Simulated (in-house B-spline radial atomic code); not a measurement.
**V⁶⁺: excited configurations**

How much energy does it take to promote electrons of V⁶⁺ to other shells? Each configuration is solved by itself and compared with the reference.

Method: non-relativistic HSE06, spin-polarised, spherical density, exact exchange averaged over the configuration, point nucleus, basis-set limit. Code: in-house B-spline radial atomic code version 1.

## 1. Starting point

| Property | Result |
| --- | --- |
| element | vanadium (Z = 23) |
| charge | +6 |
| electrons | 17 |
| configuration | [Ne] 3s2 3p5 |
| Hamiltonian | non-relativistic |
| nucleus | point |

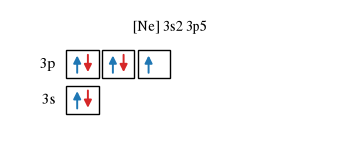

Outer shells as boxes.

Where spins are not typed, each open shell is filled with up spins first.

## 2. The base configuration

The run's settings:

```ini
Z = 23
electrons = 17.0
configuration = [Ne] 3s2 3p5
hamiltonian = nr
method = hse06
spin_polarised = True
exact_exchange = averaged over the configuration
```

Launch:

```sh
> python run_scf.py task.json out
```

The settings of every run stand in task.json; they run in order.

## 3. [Ne] 3s1 3p5 4s1

Settings: those of step 2 with these lines changed.

```diff
@@ -2,3 +2,3 @@
 electrons = 17.0
-configuration = [Ne] 3s2 3p5
+configuration = [Ne] 3s1 3p5 4s1
 hamiltonian = nr
```

## 4. Configuration [He] 2s2 2p5 3s2 3p5 4s1

Settings: those of step 3 with these lines changed.

```diff
@@ -2,3 +2,3 @@
 electrons = 17.0
-configuration = [Ne] 3s1 3p5 4s1
+configuration = [He] 2s2 2p5 3s2 3p5 4s1
 hamiltonian = nr
```

## 5. Run with [He] 2s2 2p5 3s2 3p6

The run's settings:

```ini
Z = 23
electrons = 17.0
configuration = [He] 2s2 2p5 3s2 3p6
hamiltonian = nr
method = hse06
spin_polarised = True
exact_exchange = averaged over the configuration
```

## 6. Run with [Ne] 3s1 3p5 4f1

Settings: those of step 5 with these lines changed.

```diff
@@ -2,3 +2,3 @@
 electrons = 17.0
-configuration = [He] 2s2 2p5 3s2 3p6
+configuration = [Ne] 3s1 3p5 4f1
 hamiltonian = nr
```

## 7. Configuration [Ne] 3s1 3p5 4p1

Settings: those of step 6 with these lines changed.

```diff
@@ -2,3 +2,3 @@
 electrons = 17.0
-configuration = [Ne] 3s1 3p5 4f1
+configuration = [Ne] 3s1 3p5 4p1
 hamiltonian = nr
```

## 8. Run with [Ne] 3s1 3p6

Settings: those of step 7 with these lines changed.

```diff
@@ -2,3 +2,3 @@
 electrons = 17.0
-configuration = [Ne] 3s1 3p5 4p1
+configuration = [Ne] 3s1 3p6
 hamiltonian = nr
```

Before running: How far above the reference does each configuration lie (order and size, in eV)?

As calculated:

| net move | configuration | 2|M_S|+1 | energy above the reference (eV) | largest <r> (bohr) |
| --- | --- | --- | --- | --- |
| 3s → 3p | [Ne] 3s1 3p6 | 2 | 28.230 | 0.922 |
| 3s → 4s | [Ne] 3s1 3p5 4s1 | 4 | 103.15 | 1.96 |
| 3s → 4p | [Ne] 3s1 3p5 4p1 | 4 | 111.74 | 2.08 |
| 3s → 4f | [Ne] 3s1 3p5 4f1 | 4 | 133.80 | 2.32 |
| 2p → 3p | [He] 2s2 2p5 3s2 3p6 | 2 | 488.32 | 0.890 |
| 2p → 4s | [He] 2s2 2p5 3s2 3p5 4s1 | 4 | 569.60 | 1.93 |

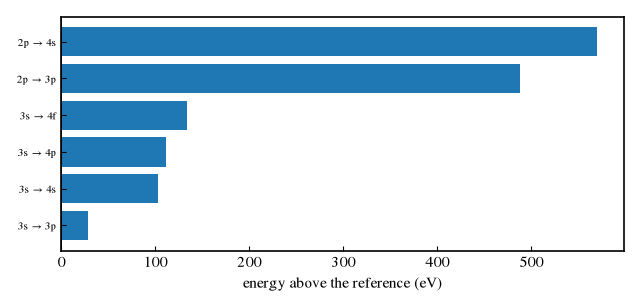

The configurations in order of energy, labelled by the net move of electrons.

The lowest of them is 3s → 3p at 28.230 eV and the highest 2p → 4s at 569.60 eV. 2 of them lie more than 60 % above minus the reference's highest level (141.82 eV), in the range where a state can decay by emitting an electron. Two partly filled shells share a symmetry and can mix in the average, which may lower the energy, for: 2p → 4s. The reference has 2|M_S|+1 = 2; 4 of the configurations differ from it in spin. These are spherical averages at the typed spins, not spectroscopic levels.
